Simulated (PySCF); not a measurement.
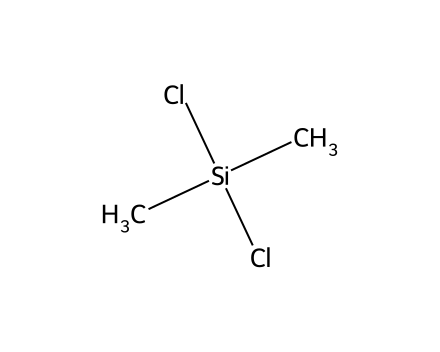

Skeletal drawing of a molecule.

Give its SMILES.

Answer. C[Si](C)(Cl)Cl

What is the molecular formula?

Answer. C2H6Cl2Si.

The parts below concern this one geometry. Atoms keep their numbers from picture to picture. Computed geometry: PBE0-D3(BJ)/def2-SVP optimisation. No frequency run is at hand to confirm it as a minimum.

## Shape

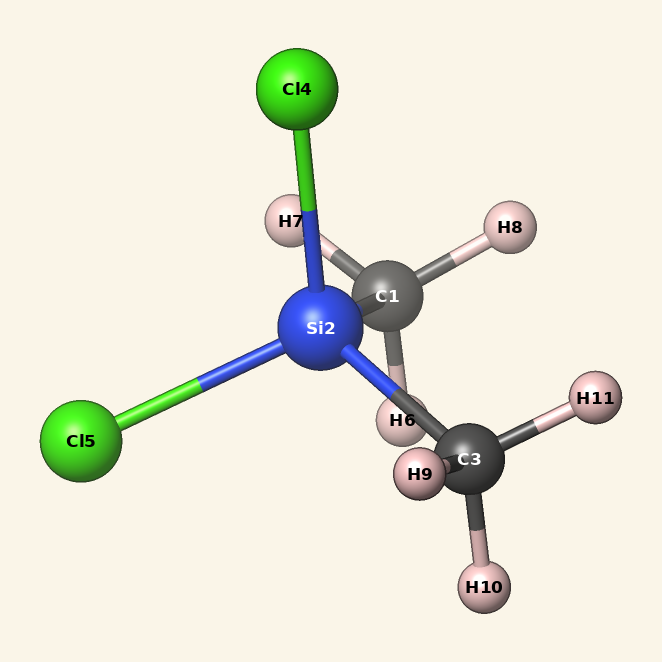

C1 lies behind Si2. The molecule seen a little off the Si2–C1 bond, Si2 in front. Distant atoms are faded towards the background colour. No frequency run is at hand to confirm it as a minimum.

What is the torsion angle Cl4–Si2–C1–H6? The sign is positive where the front bond must turn clockwise to cover the back bond.

Answer. 180°, antiperiplanar (anti). The bonds about Si2–C1 are staggered.

## Charges

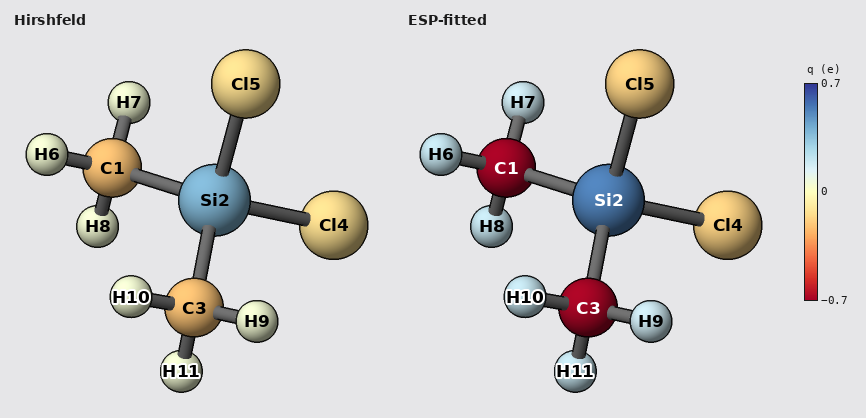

Atomic charges of one calculation by 2 schemes, on one colour scale. No frequency run is at hand to confirm it as a minimum. Computed with PBE0/def2-TZVP (PySCF 2.14.0).

Which scheme gives the most polar picture (largest mean size of the charges)?

Answer. The ESP-fitted charges are the largest in size here.

On which atom do the schemes disagree most?

Answer. On C1 (from −0.69 to −0.22 e); C3 (from −0.68 to −0.22 e).

List the charges (e), one line for each set of equivalent atoms. Atoms whose distances differ by more than 0.02 Å in this geometry are listed apart.

| atom | Hirshfeld | ESP-fitted |
| --- | --- | --- |
| C1, C3 | −0.22 | −0.69 |
| Si2 | 0.38 | 0.52 |
| Cl4 | −0.13 | −0.17 |
| Cl5 | −0.13 | −0.17 |
| H6, H10 | 0.05 | 0.21 |
| H7, H9 | 0.05 | 0.18 |
| H8, H11 | 0.05 | 0.21 |

## Electronic properties

No frequency run is at hand to confirm it as a minimum. Properties computed with BHandHLYP/pcSseg-2, gas phase (PySCF 2.14.0).

Predict the main results.

- dipole moment: 2.66 D
- HOMO energy (Kohn–Sham orbital): −9.95 eV
- LUMO energy (Kohn–Sham orbital): 0.77 eV
- HOMO–LUMO gap: 10.73 eV

## Quadrupole coupling

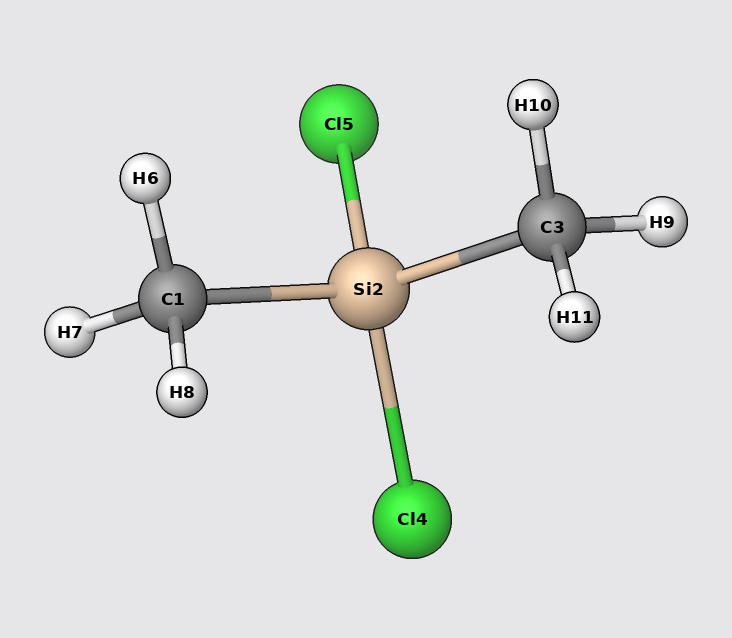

No frequency run is at hand to confirm it as a minimum. Electric field gradients from the ground-state density, PBE0/STO-3G (PySCF 2.14.0), non-relativistic apart from any core potentials.

Give the largest field-gradient component, the quadrupole coupling constant and the asymmetry for 35Cl at Cl4 (Q = −81.7 mb), 35Cl at Cl5 (Q = −81.7 mb), 2H at H6 (Q = 2.86 mb), 2H at H7 (Q = 2.86 mb), 2H at H8 (Q = 2.86 mb).

```json
{"atom": "Cl4", "V_zz (a.u.)": "2.771", "e²qQ/h (MHz)": "−53.2", "η": "0.04"}
{"atom": "Cl5", "V_zz (a.u.)": "2.773", "e²qQ/h (MHz)": "−53.2", "η": "0.04"}
{"atom": "H6", "V_zz (a.u.)": "0.275", "e²qQ/h (MHz)": "0.184", "η": "0.02"}
{"atom": "H7", "V_zz (a.u.)": "0.275", "e²qQ/h (MHz)": "0.185", "η": "0.02"}
{"atom": "H8", "V_zz (a.u.)": "0.274", "e²qQ/h (MHz)": "0.184", "η": "0.03"}
```

## NMR shielding

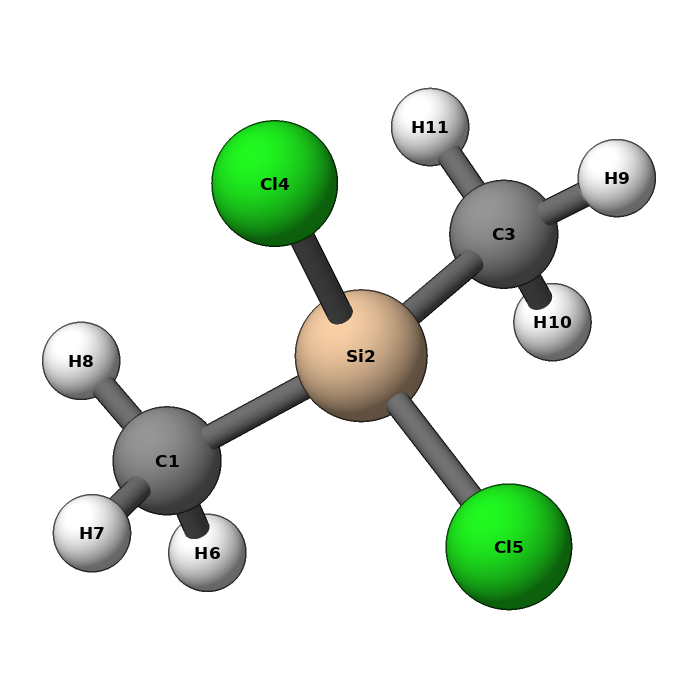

No frequency run is at hand to confirm it as a minimum. Level of theory: GIAO LC-wPBE/pcSseg-2 NMR shielding, non-relativistic, gas phase (PySCF 2.14.0). Principal shieldings σ11 ≤ σ22 ≤ σ33, span Ω = σ33 − σ11, skew κ = 3(σiso − σ22)/Ω.

Give the shielding tensors of the C atoms.

```json
{"atom": "C1, C3", "σ11": "172.0", "σ22": "178.9", "σ33": "192.5", "σiso": "181.1", "Ω": "20.5", "κ": "0.33"}
```

Shieldings and span in ppm.
